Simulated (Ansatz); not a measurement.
# UCAM-B3LYP/def2-SVP (core potential) run of InNH2Cl (SMILES [NH2][In][Cl])

Aim: the electronic atomisation energy of InNH2Cl at UCAM-B3LYP/def2-SVP (core potential), from 5 runs. 

The calculation is run with Ansatz 0.2.0.

53 further runs of the same task are left out: 53 set aside as unsound or not needed.

## Step 1: The system as given

InNH2Cl: 5 atoms, total charge 0, spin state doublet. SMILES: `[NH2][In][Cl]`. The coordinates come from a PBE0-D4/def2-TZVP relaxation. This is one conformer, not always the lowest.

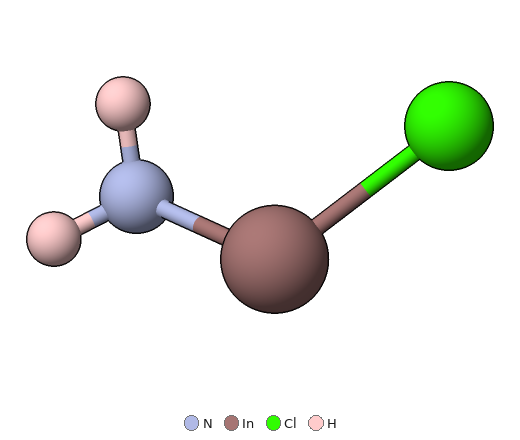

The structure, seen from a chosen angle (nitrogen light blue, indium brown, chlorine green, hydrogen pink).

## Step 2: A single-point energy at UCAM-B3LYP/def2-SVP (core potential)

File input.yaml:

```yaml
crystal:
  periodic: [false, false, false]
  atoms:
    - {symbol: N, position_ang: [-0.142600, 0.808600, -0.493900]}
    - {symbol: In, position_ang: [-0.411600, -1.217800, -0.153300]}
    - {symbol: Cl, position_ang: [1.391500, -2.211500, 1.018700]}
    - {symbol: H, position_ang: [-0.999700, 1.283800, -0.756700]}
    - {symbol: H, position_ang: [0.212300, 1.263200, 0.343800]}
basis:
  gaussian:
    orbitals: def2-SVP
output: {orbitals: {seedname: orbitals}}
hamiltonian:
  xc: {name: CAM-B3LYP}
accuracy: high
magnetization:
  spin_polarized: true
  initial_magnetization: 1
```

Launch:

```
$ ansatz run input.yaml --threads 1 --pin off --max-ram 3480MiB --events-out events.jsonl --progress --plain --runs-dir runs
```

The program printed:

```text
Warning: RAYON_NUM_THREADS=1 ignored (pool sized by the plan → 1); use --threads N
Functional definition: CAM-B3LYP
  name "CAM-B3LYP"
  parameter alpha = 0.19
  parameter beta = 0.46
  parameter omega = 0.33/bohr
  parameter ac = 0.81
  exchange = (1 - alpha - beta)*b88_x + beta*b88_x_sr(omega) + alpha*exact_x + beta*exact_x_lr(omega)
  correlation = (1 - ac)*vwn5_c + ac*lyp_c
1544 factors; integrals over basis functions are off by at most 3.3e-9 eV
348 factors; integrals over basis functions are off by at most 1.7e-9 eV
mean field evaluation 1: about -19207.0030 eV, gradient 3.8e1 eV
mean field evaluation 2: about -19188.5968 eV, gradient 6.7e1 eV
mean field evaluation 4: about -19213.5833 eV, gradient 3.4e0 eV
mean field evaluation 8: about -19213.7174 eV, gradient 3.6e-1 eV
mean field evaluation 16: about -19213.7199 eV, gradient 1.2e-3 eV
mean field -19213.71987156 eV, -706.0911817528 hartree, gradient 7.3e-8 eV, S^2 0.758646; 0 other end points of the search recorded, 0 dependent functions left out
reference -19213.71988854 eV, -706.0911823768 hartree; 24, 23 occupied and 44, 45 virtual orbitals, 1544 factors
Total energy: -19213.71988854 eV, -706.0911823768 hartree
```

It took 12 s on 1 thread of Arm Neoverse V1, shared host; peak memory 0.34 GiB.

## Step 3: The Cl atom at the same level

File in.yaml:

```yaml
basis:
  gaussian: {orbitals: def2-SVP}
crystal:
  periodic: [false, false, false]
  atoms:
    - {symbol: Cl, position_ang: [0.000000, 0.000000, 0.000000]}
magnetization: {spin_polarized: true, initial_magnetization: 1}
hamiltonian: {xc: {name: CAM-B3LYP}}
accuracy: high
```

Run the same way, it converges to -460.00469 Eh (log not shown).

## Step 4: The H atom, same level

File molecule.yaml:

```yaml
basis:
  gaussian:
    orbitals: def2-SVP
crystal:
  periodic: [false, false, false]
  atoms:
    - symbol: H
      position_ang: [0.000000, 0.000000, 0.000000]
magnetization:
  spin_polarized: true
  initial_magnetization: 1
hamiltonian:
  xc: {name: CAM-B3LYP}
accuracy: high
```

Launch:

```
$ ansatz run molecule.yaml --threads 1 --pin off --max-ram 3480MiB --events-out events.jsonl --progress --plain --runs-dir runs
```

The program printed:

```text
Warning: RAYON_NUM_THREADS=1 ignored (pool sized by the plan → 1); use --threads N
[... 8 set-up lines as earlier in the session ...]
15 factors; integrals over basis functions are off by at most 8.9e-10 eV
15 factors; integrals over basis functions are off by at most 8.1e-10 eV
mean field evaluation 1: about -13.5409 eV, gradient 7.1e-1 eV
mean field evaluation 2: about -13.5417 eV, gradient 7.3e-1 eV
mean field evaluation 4: about -13.5484 eV, gradient 6.7e-5 eV
mean field evaluation 8: about -13.5484 eV, gradient 2.5e-10 eV
mean field -13.54840926 eV, -0.4978948570 hartree, gradient 1.9e-10 eV, S^2 0.750000; 0 other end points of the search recorded, 0 dependent functions left out
reference -13.54841854 eV, -0.4978951979 hartree; 1, 0 occupied and 4, 5 virtual orbitals, 15 factors
Total energy: -13.54841854 eV, -0.4978951979 hartree
```

Wall time 0.18 s (1 thread of Arm Neoverse V1, shared host).

## Step 5: The In atom, same level

File run.yaml:

```yaml
crystal:
  periodic: [false, false, false]
  atoms:
    - {symbol: In, position_ang: [0.000000, 0.000000, 0.000000]}
basis:
  gaussian:
    orbitals: def2-SVP
magnetization:
  spin_polarized: true
  initial_magnetization: 1
hamiltonian:
  xc: {name: CAM-B3LYP}
accuracy: high
```

Run the same way, it converges to -190.08766 Eh (log not shown).

## Step 6: The N atom, same level

File in.yaml:

```yaml
crystal:
  periodic: [false, false, false]
  atoms:
    - {symbol: "N", position_ang: [0.000000, 0.000000, 0.000000]}
basis:
  gaussian:
    orbitals: def2-SVP
magnetization:
  spin_polarized: true
  initial_magnetization: 3
hamiltonian:
  xc: {name: CAM-B3LYP}
accuracy: high
```

Run the same way, it converges to -54.51628 Eh (log not shown).

## Step 7: Outcome

At UCAM-B3LYP/def2-SVP (core potential):

| quantity | value |
| --- | --- |
| molecule: total energy | -706.09118 Eh |
| molecule: HOMO energy (highest over α and β) | -7.46 eV |
| molecule: LUMO energy (lowest over α and β) | -2.63 eV |
| molecule: ⟨S²⟩ | 0.759 |
| Cl atom: total energy | -460.00469 Eh |
| Cl atom: ⟨S²⟩ | 0.752 |
| H atom: total energy | -0.49790 Eh |
| H atom: ⟨S²⟩ | 0.750 |
| In atom: total energy | -190.08766 Eh |
| In atom: ⟨S²⟩ | 0.752 |
| N atom: total energy | -54.51628 Eh |
| N atom: ⟨S²⟩ | 3.753 |
| electronic atomisation energy | 13.246 eV |

What this shows: Taking the molecule apart into free atoms costs 13.25 eV (305 kcal/mol), before zero-point energy and without spin-orbit coupling.
